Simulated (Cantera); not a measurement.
A closed system holds: 1 mol CCl₄, 2.6 mol F₂, 8.7 mol H₂, at 1900 °C.

Equilibrium computed with Cantera from the NASA thermochemical tables; the gas is ideal and each condensed phase is pure. Candidate condensed phases: C, C₆H₆, C₇H₈, C₈H₁₈; 118 gas species. The numbers say what is thermodynamically allowed, not how fast it happens.

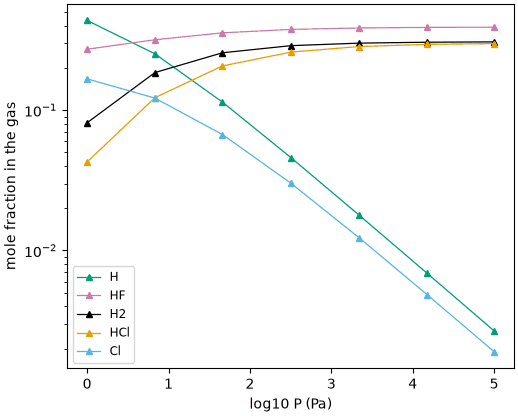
Figure: Equilibrium gas composition (values under 1e-9 drawn at 1e-9)

Question: Read off the mole fractions at 1.00 Pa.

Answer: H about 0.44, HF about 0.27, Cl about 0.17, H₂ about 0.081, HCl about 0.043.
